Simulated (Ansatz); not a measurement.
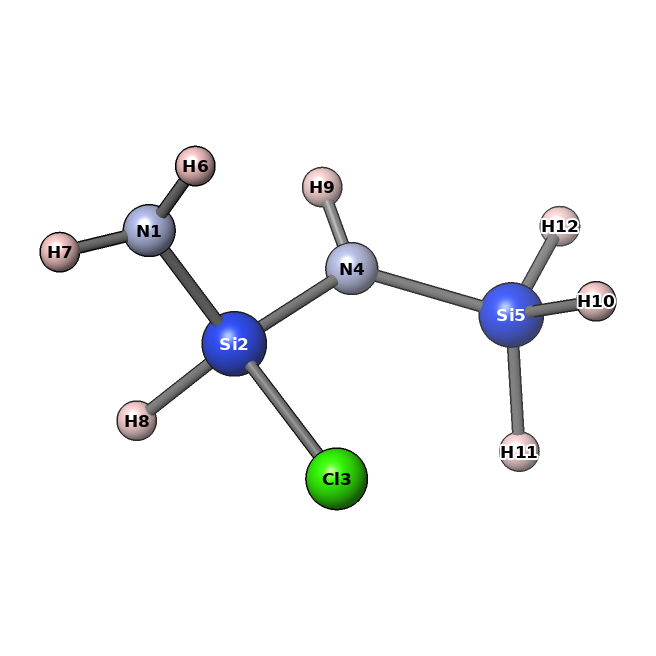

Distant atoms are faded towards the background colour. Computed geometry: PBE0-D4/def2-TZVP optimisation. No frequency run is at hand to confirm it as a minimum.

Find the stereocentres and stereogenic double bonds.

Answer. Centres: Si2.

Assign CIP descriptors.

Answer. Si2: S (priorities Cl3 > N4 > N1 > H8).

Give a SMILES with the stereochemistry.

Answer. N[Si@H](Cl)N[SiH3]
